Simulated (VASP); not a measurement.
Band structure of PtSe₂ (1T layered). Calculation: revPBE GGA, VASP's PBE PAW potentials (set 64) (plane waves; VASP 6.6.1).

Without a dispersion term in the relaxation, distances and binding between the weakly bound layers, chains or molecules are unreliable, and so is what depends on them. Unless said otherwise, spin-orbit coupling is left out, though it shifts the bands of the heavy elements here.

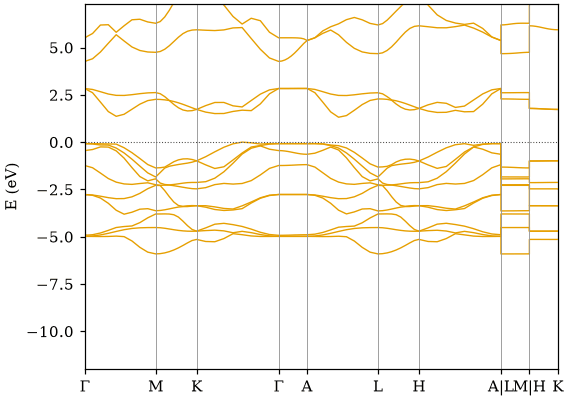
Figure. Bands along high-symmetry lines, zero at the valence-band maximum or, without a gap, the Fermi level

Question: Read the plot: is there a gap, and where are the band edges?

Answer: The gap is indirect, 1.32 eV, from the valence maximum at K-Γ at 0.56 to the conduction minimum at A-L at 0.44. (Edges off the drawn lines would not show.)

The compound is PtSe2 in the 1T layered structure. It was relaxed first, which changed the volume by +64 %.
